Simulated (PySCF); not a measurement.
C$_{7}$H$_{7}$OSi (doublet)

```xyz
16

O    -2.5735    0.5434    0.0539
C    -1.5220    1.3664   -0.0958
C    -0.2669    0.7815   -0.0823
C     0.9835    1.4202   -0.2192
C     2.1279    0.6633   -0.1838
C     2.0697   -0.7224   -0.0139
C     0.8464   -1.3652    0.1246
C    -0.3252   -0.6399    0.0944
Si   -2.1430   -1.0645    0.2339
H    -1.7512    2.4117   -0.2138
H     1.0222    2.4915   -0.3502
H     3.0919    1.1408   -0.2883
H     2.9849   -1.2948    0.0092
H     0.8129   -2.4379    0.2564
H    -2.6263   -1.4904    1.5448
H    -2.7390   -1.7949   -0.8816
```

Geometry: GFN2-xTB.

All numbers below come from UKS B3LYP, pcH-1 on C H O Si, non-relativistic, mean-field spin-orbit, GIAO (PySCF).

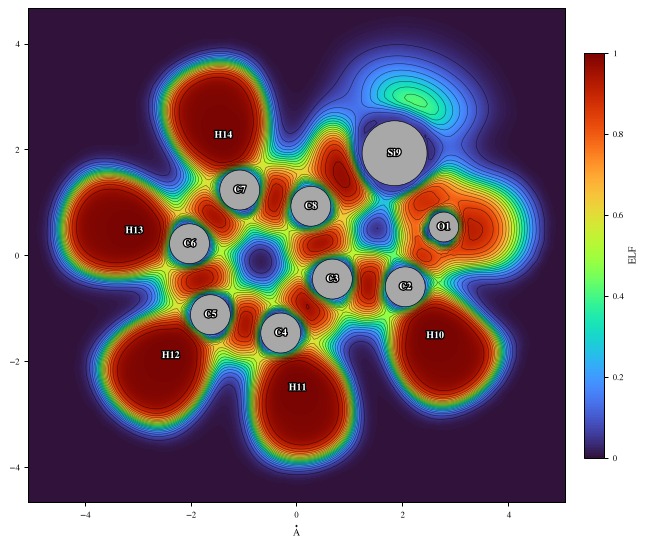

Figure 1. Electron localisation function on the plane of atoms C8, C7 and H14. Grey discs cover the atomic cores.

> Read the bonding off the picture.

Atoms in the plane: O, C, Si and H. C–O (1.34 Å): the ELF peaks at about 0.90 between the atoms (a shared but strongly polarised pair). C–C (1.37 Å): the ELF peaks at about 0.95 between the atoms, as expected for a covalent bond. Si–O (1.67 Å): the ELF peaks at about 0.90 between the atoms; a polar covalent bond. C–Si (1.87 Å): the ELF peaks at about 0.95 between the atoms, as expected for a shared electron pair. C–H (1.08 Å): the ELF climbs to about 1 towards the hydrogen, as it does in any bond to H: an ordinary covalent bond to hydrogen. The ELF also peaks beside O1, away from the bonds: non-bonding electrons, paired or unpaired.

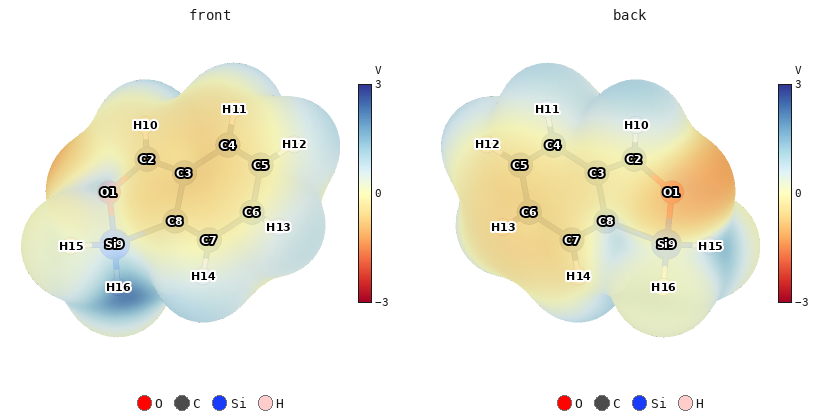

Figure 2. The electrostatic potential painted on the density surface at 0.002 e/bohr³, seen from the front and from behind; red is negative and blue positive.

> Describe the electrostatic potential map.

The most negative region (about −1.2 V) lies over O1, the most positive (about +2.1 V) over Si9. O1 is the likeliest acceptor of a hydrogen bond.
